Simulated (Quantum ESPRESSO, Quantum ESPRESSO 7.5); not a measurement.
# Ti(0001): thickness series by an ASE script

How thick must a slab of Ti(0001) be?

Program: Quantum ESPRESSO 7.5. Level of theory: plane-wave DFT, PBE, GBRV ultrasoft pseudopotentials. Results are calculated unless marked as measured.

**Measured values to reproduce.**

For Ti (polycrystalline sample, no single face), “Anisotropic work function of elemental crystals” (2019, arxiv:1902.07811) quotes earlier work: work function, loosely compared (polycrystalline sample, no single face) 4.33 eV.

Most raw output is cut from this account.

**1. Set-up**

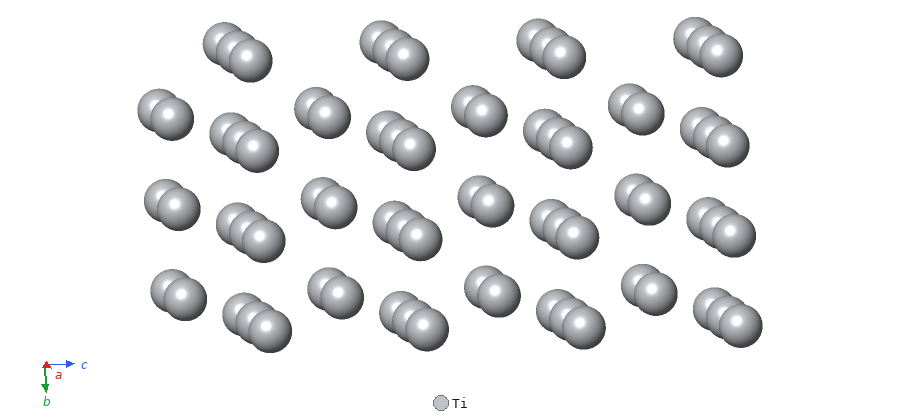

The starting structure, seen from the side, with the c axis across the page (titanium light grey). 2×3×1 cells are drawn. Some periodic images of atoms are drawn too.

The cell holds 8 atoms: 8 Ti. Its edges and angles: a = 2.950 Å, b = 2.950 Å, c = 31.396 Å, α = 90.0°, β = 90.0°, γ = 60.0°. It derives from Ti. Vacuum lies along c.

Structure file:

```cif
data_structure
_symmetry_space_group_name_H-M 'P 1'
_symmetry_Int_Tables_number 1
_cell_length_a 2.9500
_cell_length_b 2.9500
_cell_length_c 31.3961
_cell_angle_alpha 90.000
_cell_angle_beta 90.000
_cell_angle_gamma 60.000
_cell_volume 236.62
loop_
_atom_site_label
_atom_site_type_symbol
_atom_site_fract_x
_atom_site_fract_y
_atom_site_fract_z
_atom_site_occupancy
Ti1 Ti 0.66667 0.66667 0.23888 1
Ti2 Ti 0.00000 0.00000 0.31349 1
Ti3 Ti 0.66667 0.66667 0.38809 1
Ti4 Ti 0.00000 0.00000 0.46270 1
Ti5 Ti 0.66667 0.66667 0.53730 1
Ti6 Ti 0.00000 0.00000 0.61191 1
Ti7 Ti 0.66667 0.66667 0.68651 1
Ti8 Ti 0.00000 0.00000 0.76112 1
```

**2. Running the series**

ASE writes the inputs, starts pw.x and reads the results. Under ESM bc1 the zero of energy of a symmetric slab is the vacuum, so the work function is minus the Fermi level.

run.py

```python
import json
import numpy as np
from ase.build import hcp0001
from ase.calculators.espresso import Espresso, EspressoProfile

profile = EspressoProfile(command='mpirun -n 4 pw.x -nk 4', pseudo_dir='../pseudo')
pseudopotentials = {'Ti': 'ti_pbe_v1.4.uspp.F.UPF'}
system = {'ecutwfc': 40, 'ecutrho': 200, 'occupations': 'smearing', 'smearing': 'mv', 'degauss': 0.02}


def calculator(name, kpts, **extra):
    data = dict(control=dict(tprnfor=True, verbosity='high', disk_io='none'),
                system=system | extra,
                electrons=dict(conv_thr=1e-07, mixing_beta=0.4, mixing_mode='local-TF',
                               electron_maxstep=100))
    return Espresso(profile=profile, directory=name, pseudopotentials=pseudopotentials, kpts=kpts, input_data=data)


def centre(atoms):
    z = atoms.positions[:, 2]
    atoms.positions[:, 2] -= (z.max() + z.min()) / 2  # ESM wants the slab about z = 0
    return atoms


rows = []
for n in [2, 4, 6, 8]:
    slab = centre(hcp0001('Ti', size=(1, 1, n), a=2.95, c=4.6846, vacuum=7.5, periodic=True))
    slab.set_initial_magnetic_moments([0.0] * n)
    slab.calc = calculator(f'n{n}', (12, 12, 1), assume_isolated='esm', esm_bc='bc1')
    energy = slab.get_potential_energy()
    work = -slab.calc.get_fermi_level()
    force = slab.get_forces()[-1, 2]
    rows.append([n, energy, work, force])
    print(f'{n} layers: E = {energy:.5f} eV, work function {work:.3f} eV, force on the top atom {force:+.3f} eV/A')

n, energy = np.array(rows)[:, :2].T
slope, offset = np.polyfit(n[1:], energy[1:], 1)
area = np.linalg.norm(np.cross(*slab.cell[:2]))
gamma = offset / (2 * area) * 16.0218
print(f'bulk energy from the slope {slope:.5f} eV an atom; unrelaxed surface energy {gamma:.3f} J/m^2')
json.dump(dict(rows=rows, slope=slope, gamma=gamma), open('result.json', 'w'))
```

On the command line:

```
> OMP_NUM_THREADS=1 python run.py
```

Wall time 5.6 min (4 MPI ranks of Arm Neoverse V2, shared host); peak memory 0.84 GiB; 22 min of CPU time.

This step gave:

* surface energy: 2.086 J/m²
* work function of the thickest slab: 4.429 eV

Table of work function by layers:

| layers | work function (eV) |
| --- | --- |
| 2.00 | 4.46 |
| 4.00 | 4.43 |
| 6.00 | 4.43 |
| 8.00 | 4.43 |

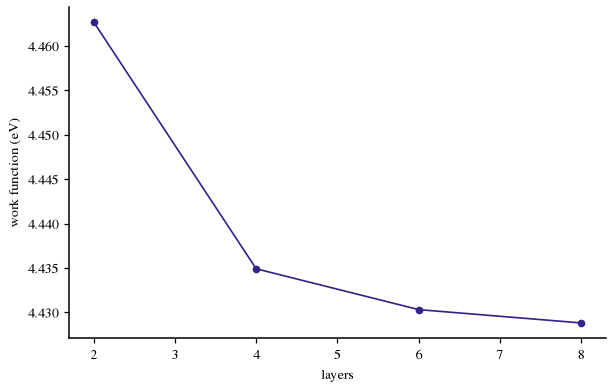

Work function, plotted against layers.

The force on the top atom along the normal by layers:

| layers | force on the top atom along the normal (eV/Å) |
| --- | --- |
| 2.00 | -1.04 |
| 4.00 | -0.589 |
| 6.00 | -0.585 |
| 8.00 | -0.591 |

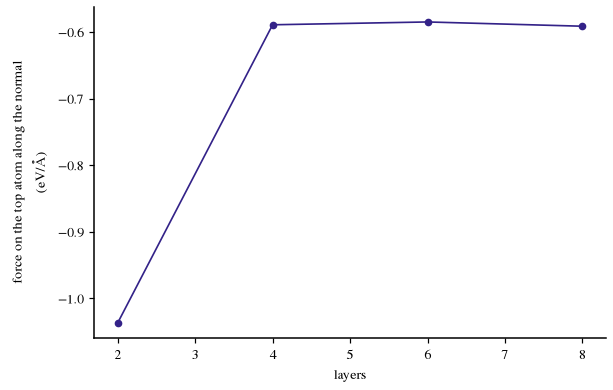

Force on the top atom along the normal against layers.

The energy less the bulk line's slope by layers:

| layers | energy less the bulk line's slope (meV) |
| --- | --- |
| 2.00 | 1917 |
| 4.00 | 1963 |
| 6.00 | 1962 |
| 8.00 | 1963 |

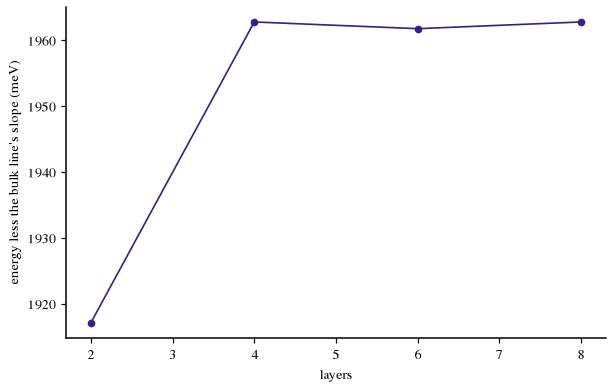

Energy less the bulk line's slope against layers.

**3. Running the series: RPBE, GBRV ultrasoft**

Level of this step: plane-wave DFT, RPBE, GBRV ultrasoft pseudopotentials made under PBE (Quantum ESPRESSO 7.5). input_dft overrides the functional of the files.

run.py is the input of step 2 with these lines changed:

```diff
@@ -7,3 +7,3 @@
 pseudopotentials = {'Ti': 'ti_pbe_v1.4.uspp.F.UPF'}
-system = {'ecutwfc': 40, 'ecutrho': 200, 'occupations': 'smearing', 'smearing': 'mv', 'degauss': 0.02}
+system = {'ecutwfc': 40, 'ecutrho': 200, 'input_dft': 'rpbe', 'occupations': 'smearing', 'smearing': 'mv', 'degauss': 0.02}
```

On the command line:

```
> OMP_NUM_THREADS=1 python run.py
```

Wall time 5 min (4 MPI ranks); peak memory 0.84 GiB.

This step gave:

```
surface energy                     : 1.938 J/m²
work function of the thickest slab : 4.327 eV
```

The work function by layers:

| layers | work function (eV) |
| --- | --- |
| 2.00 | 4.36 |
| 4.00 | 4.33 |
| 6.00 | 4.33 |
| 8.00 | 4.33 |

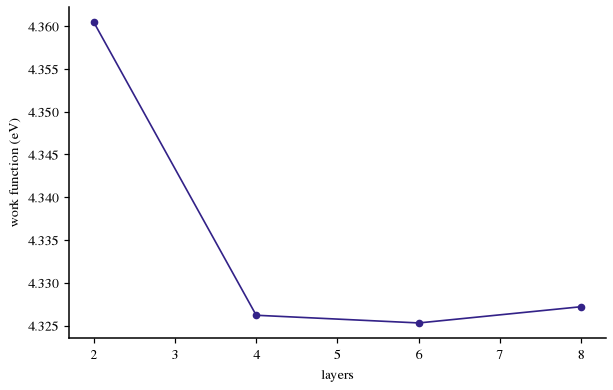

Work function against layers.

Table of force on the top atom along the normal by layers:

| layers | force on the top atom along the normal (eV/Å) |
| --- | --- |
| 2.00 | -0.883 |
| 4.00 | -0.449 |
| 6.00 | -0.432 |
| 8.00 | -0.436 |

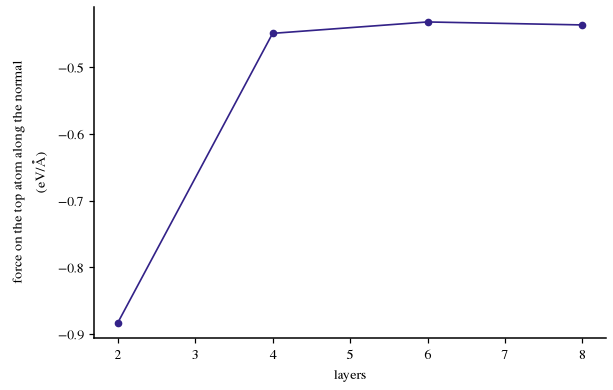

Force on the top atom along the normal against layers.

The energy less the bulk line's slope by layers:

| layers | energy less the bulk line's slope (meV) |
| --- | --- |
| 2.00 | 1777 |
| 4.00 | 1823 |
| 6.00 | 1822 |
| 8.00 | 1823 |

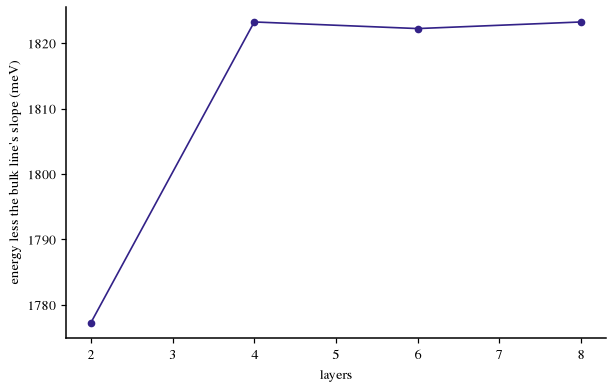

Energy less the bulk line's slope against layers.

**4. A check by hand**

γ = (E_N − N e_bulk)/(2A). The excess of the thickest slab is 1.963 eV and A = 7.537 Å²: 1.963/(2 × 7.537) × 16.02 = 2.09 J/m² (1 eV/Å² = 16.02 J/m²); the fit's intercept gives 2.09.

**5. Outcome**

```json
{
  "work function of the thickest slab, PBE, GBRV ultrasoft": "4.43 eV",
  "unrelaxed surface energy, PBE, GBRV ultrasoft": "2.09 J/m²",
  "work function of the thickest slab, RPBE, GBRV ultrasoft (made under PBE)": "4.33 eV",
  "unrelaxed surface energy, RPBE, GBRV ultrasoft (made under PBE)": "1.94 J/m²"
}
```

The thickest slab gives a work function of 4.43 eV and the series an unrelaxed surface energy of 2.09 J/m² (PBE, GBRV ultrasoft). The work function swings by 0.03 eV over 2 to 8 layers and by 0.00 eV over the last step; confined states crossing the Fermi level and the finite mesh both contribute. From 2 layers on it stays within 0.1 eV. The force on the top atom of the thickest slab points inwards (0.59 eV/Å). Experiment, extrapolated from the liquid and averaged over faces, gives a surface energy of 1.99 J/m² (arxiv:0801.1077, 2008); the value here lies within 10 % of it. The slabs are cut from the bulk at the tabulated lattice constant and not relaxed; the surface energy comes from a straight line through the energies of all but the thinnest slab.

Computed beside measured:

```
                                                                     quantity  measured        PBE, GBRV  RPBE, GBRV (made under PBE)
work function, loosely compared (polycrystalline sample, no single face) (eV)      4.33  4.43 (+0.10 eV)              4.33 (-0.00 eV)
```

Measured values from arxiv:1902.07811 (2019).

How well it matches: A polycrystal averages over faces, so this is a loose comparison.

[Logs are printed without paths, hosts, clocks, repeated set-up lines and the standing remarks that a program may print on its own settings, such as how far it seeks lower states.]

[Hosts, paths, dates, database ids (printed as entryN), source tags and the programs' standing remarks are cut or masked in the printed files.]

[Maps of the electrostatic potential energy from Ansatz leave out the sawtooth potential of an applied field or a dipole correction, so their vacuum need not be flat; planar profiles and work functions include it.]
